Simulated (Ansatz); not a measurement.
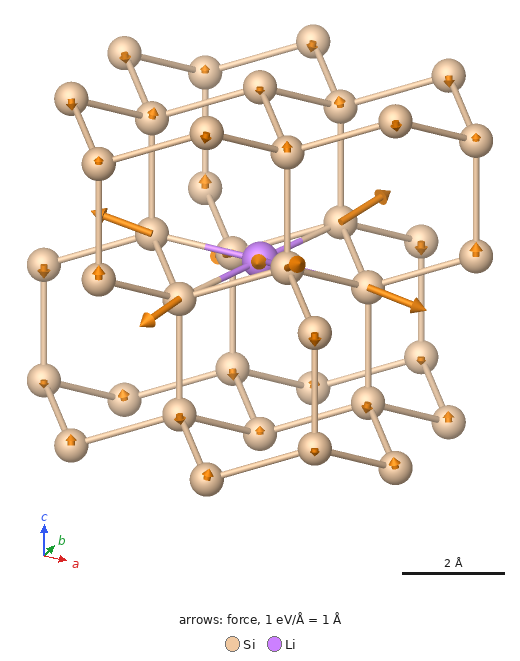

Starting geometry of a defect cell of composition LiSi16 (cell charge +1) with the computed forces as orange arrows. Style: ball-and-stick. Shown: the atoms within 5.8 Å of the atom that moves most (axes of the conventional cell (3 times the calculation's cell) (origin shifted)), slightly off an axis. Lengths and directions refer to the drawn axes.

It is an interstitial Li in diamond Si. The run prepares an end point of a later path (interstitial hop) calculation, from a guessed geometry.

All numbers below come from DFT PBEsol, scalar-relativistic, plane waves, PAW (Ansatz). Settings: plane-wave cutoff 420 eV; k-point mesh 2 × 2 × 2; occupations gaussian; smearing width 0.05 eV; no spin polarisation; atoms relaxed in a fixed cell; force threshold 0.03 eV/Å; at most 60 steps.

What follows when this structure is relaxed?

Answer. It isn't relaxed: the largest force vector, on a Si atom, is 1.45 eV/Å. The final displacements have little in common with the starting forces (cosine between the two patterns 0.07). The Li atom moves most: 1.09 Å along +c. By element the largest moves are Li 1.09 Å, Si 0.10 Å. The lattice vectors keep their values. Near-neighbour distances that change, for instance: Li–Si 3.524 → 2.397 Å, Li–Si 3.544 → 2.743 Å, Li–Si 3.522 → 2.743 Å, Li–Si 2.221 → 2.729 Å. New bonds form: Li–Si (3.52 → 2.40 Å). Bond angles that change, for instance: Si–Li–Si 179.2° → 125.8°, Si–Li–Si 178.3° → 125.8°, Si–Si–Li 99.8° → 70.2°. After 10 accepted moves (11 points after the start) the energy has fallen by 0.981 eV per cell of the calculation. Largest force component: 1.4 eV/Å at the start, 0.0072 eV/Å at the end. 1 step only repeated the SCF at the same geometry. The forces were under the threshold at step 3, but the run went on from there.

Limits of the set-up: the periodic images lie only 7.7 Å apart, so the values are limited by the cell's size; the cell is charged, on a uniform background, and energies carry no finite-size correction.
